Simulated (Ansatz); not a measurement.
# SiNH3 (SMILES [N][SiH3]) at 6 levels

Aim: a comparison of 6 runs (U-r2SCAN/STO-3G, U-r2SCAN0/STO-3G, UBHLYP/STO-3G, UPBE/STO-3G, USVWN5/STO-3G, UCCSD(T)/STO-3G) of SiNH3. 

The calculation is run with Ansatz 0.2.0.

51 further runs of the same task are left out: 5 that didn't finish, 46 set aside as unsound or not needed.

### 1 The system as given

SiNH3: 5 atoms, total charge 0, spin state triplet. As SMILES, `[N][SiH3]`. The H3–Si2 distance was set to 2.951 Å, away from the relaxed value. At this shape a bond of the SMILES string is far longer than usual.

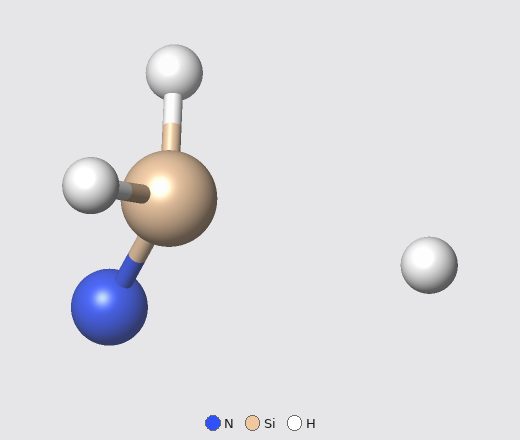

Viewed from a chosen angle; nitrogen blue, silicon light orange, hydrogen white.

### 2 The energy at U-r2SCAN/STO-3G (run 1)

input.yaml reads:

```yaml
crystal:
  periodic: [false, false, false]
  atoms:
    - {symbol: N, position_ang: [-1.591338, 0.645181, 1.921040]}
    - {symbol: Si, position_ang: [-0.044468, 0.308511, 1.437710]}
    - {symbol: H, position_ang: [0.064950, -0.313200, -1.445390]}
    - {symbol: H, position_ang: [0.500392, -0.852129, 2.168740]}
    - {symbol: H, position_ang: [0.851632, 1.455041, 1.684020]}
basis:
  gaussian:
    orbitals: STO-3G
magnetization:
  spin_polarized: true
  initial_magnetization: 2
hamiltonian:
  xc: r2scan
accuracy: high
```

Launch:

```
$ ansatz run input.yaml --threads 1 --pin off --max-ram 2610MiB --events-out events.jsonl --progress --plain --runs-dir runs
```

Output:

```text
Warning: RAYON_NUM_THREADS=1 ignored (pool sized by the plan → 1); use --threads N
Functional definition: r2SCAN
  name "r2SCAN"
  parameter k0 = 0.174
  parameter k1 = 0.065
  parameter a1 = 4.9479
  exchange = r2scan_x(k0 = k0, k1 = k1, a1 = a1)
  correlation = r2scan_c
290 factors; integrals over basis functions are off by at most 1.0e-8 eV
mean field evaluation 1: about -9291.4751 eV, gradient 2.4e1 eV
mean field evaluation 2: about -9246.0621 eV, gradient 6.6e1 eV
mean field evaluation 4: about -9296.0153 eV, gradient 7.3e0 eV
mean field evaluation 8: about -9296.7911 eV, gradient 1.1e-1 eV
mean field evaluation 16: about -9296.7566 eV, gradient 6.9e-5 eV
mean field evaluation 32: about -9295.2069 eV, gradient 6.0e-5 eV
mean field -9296.75657669 eV, -341.6495026255 hartree, gradient 2.6e-8 eV, S^2 2.270620; 1 other end points of the search recorded, 0 dependent functions left out
reference -9296.75657763 eV, -341.6495026600 hartree; 13, 11 occupied and 4, 6 virtual orbitals, 290 factors
Total energy: -9296.75657763 eV, -341.6495026600 hartree
```

Wall time 6.3 s (1 thread of Arm Neoverse V1, shared host); peak memory 0.21 GiB.

### 3 A single-point energy at U-r2SCAN0/STO-3G (run 2)

job.yaml reads:

```yaml
basis:
  gaussian:
    orbitals: STO-3G
crystal:
  periodic: [false, false, false]
  atoms:
    - {symbol: "N", position_ang: [-1.591338, 0.645181, 1.921040]}
    - {symbol: Si, position_ang: [-0.044468, 0.308511, 1.437710]}
    - {symbol: H, position_ang: [0.064950, -0.313200, -1.445390]}
    - {symbol: H, position_ang: [0.500392, -0.852129, 2.168740]}
    - {symbol: H, position_ang: [0.851632, 1.455041, 1.684020]}
magnetization:
  spin_polarized: true
  initial_magnetization: 2
hamiltonian:
  xc: {name: r2SCAN0}
accuracy: high
```

Launch:

```
$ ansatz run job.yaml --threads 1 --pin off --max-ram 2610MiB --events-out events.jsonl --progress --plain --runs-dir runs
```

Output:

```text
Warning: RAYON_NUM_THREADS=1 ignored (pool sized by the plan → 1); use --threads N
Functional definition: r2SCAN0
  name "r2SCAN0"
  parameter a = 0.25
[... 3 set-up lines as earlier in the session ...]
  exchange = (1 - a)*r2scan_x(k0 = k0, k1 = k1, a1 = a1) + a*exact_x
[... 1 set-up line as earlier in the session ...]
290 factors; integrals over basis functions are off by at most 1.0e-8 eV
mean field evaluation 1: about -9291.7079 eV, gradient 2.2e1 eV
mean field evaluation 2: about -9281.2279 eV, gradient 4.1e1 eV
mean field evaluation 4: about -9296.5401 eV, gradient 1.6e0 eV
mean field evaluation 8: about -9296.7449 eV, gradient 1.3e-1 eV
mean field evaluation 16: about -9296.7234 eV, gradient 1.1e-4 eV
mean field evaluation 32: about -9296.0776 eV, gradient 5.5e-1 eV
mean field -9296.72344329 eV, -341.6482849954 hartree, gradient 3.3e-8 eV, S^2 2.457991; 2 other end points of the search recorded, 0 dependent functions left out
reference -9296.72344401 eV, -341.6482850218 hartree; 13, 11 occupied and 4, 6 virtual orbitals, 290 factors
Total energy: -9296.72344401 eV, -341.6482850218 hartree
```

Run time: 7.2 s. Hardware: 1 thread of Arm Neoverse V1, shared host; peak memory 0.21 GiB.

Runs 3 to 4 aren't shown in full; the table further down has their settings and results.

### 4 A single-point energy at USVWN5/STO-3G (run 5)

run.yaml reads:

```yaml
crystal:
  periodic: [false, false, false]
  atoms:
    - symbol: "N"
      position_ang: [-1.591338, 0.645181, 1.921040]
    - symbol: Si
      position_ang: [-0.044468, 0.308511, 1.437710]
    - symbol: H
      position_ang: [0.064950, -0.313200, -1.445390]
    - symbol: H
      position_ang: [0.500392, -0.852129, 2.168740]
    - symbol: H
      position_ang: [0.851632, 1.455041, 1.684020]
basis:
  gaussian:
    orbitals: STO-3G
magnetization:
  spin_polarized: true
  initial_magnetization: 2
accuracy: high
total_charge: 0
hamiltonian:
  xc: {name: SVWN5}
```

Launch:

```
$ ansatz run run.yaml --threads 1 --pin off --max-ram 2610MiB --events-out events.jsonl --progress --plain --runs-dir runs
```

Output:

```text
Warning: RAYON_NUM_THREADS=1 ignored (pool sized by the plan → 1); use --threads N
Functional definition: SVWN5
  name "SVWN5"
  exchange = slater_x
  correlation = vwn5_c
290 factors; integrals over basis functions are off by at most 1.0e-8 eV
mean field evaluation 1: about -9245.5871 eV, gradient 2.7e1 eV
mean field evaluation 2: about -9179.9212 eV, gradient 7.9e1 eV
mean field evaluation 4: about -9242.1384 eV, gradient 2.2e1 eV
mean field evaluation 8: about -9251.8238 eV, gradient 7.3e-2 eV
mean field evaluation 16: about -9251.7849 eV, gradient 2.5e-5 eV
mean field -9251.78488370 eV, -339.9968233908 hartree, gradient 2.5e-8 eV, S^2 2.083592; 0 other end points of the search recorded, 0 dependent functions left out
reference -9251.78488542 eV, -339.9968234541 hartree; 13, 11 occupied and 4, 6 virtual orbitals, 290 factors
Total energy: -9251.78488542 eV, -339.9968234541 hartree
```

Run time: 0.97 s. Hardware: 1 thread of Arm Neoverse V1, shared host; peak memory 0.1 GiB.

### 5 The energy at UCCSD(T)/STO-3G (run 6)

molecule.yaml reads:

```yaml
basis:
  gaussian: {orbitals: STO-3G}
crystal:
  periodic: [false, false, false]
  atoms:
    - {symbol: N, position_ang: [-1.591338, 0.645181, 1.921040]}
    - {symbol: Si, position_ang: [-0.044468, 0.308511, 1.437710]}
    - {symbol: H, position_ang: [0.064950, -0.313200, -1.445390]}
    - {symbol: H, position_ang: [0.500392, -0.852129, 2.168740]}
    - {symbol: H, position_ang: [0.851632, 1.455041, 1.684020]}
scf: {omitted_lower_state_checks: [cluster_reference, increment]}
magnetization: {spin_polarized: true, initial_magnetization: 2}
accuracy: high
correlation: {method: ccsd_t, frozen_orbitals: {H: 0, "N": 1, Si: 5}}
```

Launch:

```
$ ansatz run molecule.yaml --threads 1 --pin off --max-ram 2610MiB --events-out events.jsonl --progress --plain --runs-dir runs
```

Output:

```text
Warning: RAYON_NUM_THREADS=1 ignored (pool sized by the plan → 1); use --threads N
[... 13 lines left out ...]
6 core orbitals not correlated: weight in the atoms' cores, before any rotation towards them, 1.000 or more for the frozen orbitals, at most 0.000 for the correlated occupied ones
[... 50 lines left out ...]
Total energy: -9278.39761911 eV, -340.9748233784 hartree
Checks for a lower state left out: cluster_reference, increment
```

It took 0.3 s on 1 thread of Arm Neoverse V1, shared host.

### 6 Overview of the runs

```tsv
run	level	frozen core orbitals	energy (Eh)	⟨S²⟩	wall time
1	U-r2SCAN/STO-3G	–	-341.649503	2.271	6.3 s
2	U-r2SCAN0/STO-3G	–	-341.648285	2.458	7.2 s
3	UBHLYP/STO-3G	–	-341.666285	2.510	2.6 s
4	UPBE/STO-3G	–	-341.460980	2.114	1.6 s
5	USVWN5/STO-3G	–	-339.996823	2.084	0.97 s
6	UCCSD(T)/STO-3G	6	-340.974823	2.779	0.3 s
```

### 7 What came out

| quantity | value |
| --- | --- |
| run 6: total energy | -340.97482 Eh |
| run 6: correlation energy (6 core orbitals frozen) | -85.2 mEh |
| run 6: (T) correction | -1.86 mEh |
| run 6: ⟨S²⟩ of the reference determinant | 2.779 |
| run 6: T1 diagnostic | 0.066 |

**Reading.** Totals of different functionals can't be ranked against each other. In runs 1, 2, 3, 4, 5, 6 the basis is minimal, so the values are rough. Spin contamination of the reference: run 6 ⟨S²⟩ = 2.78, run 3 ⟨S²⟩ = 2.51, run 2 ⟨S²⟩ = 2.46, run 1 ⟨S²⟩ = 2.27, run 4 ⟨S²⟩ = 2.11. Where it is this large, the reference is a mixture of spin states, and values that rest on it are in doubt. All runs together took 19 s, the longest 7.2 s.
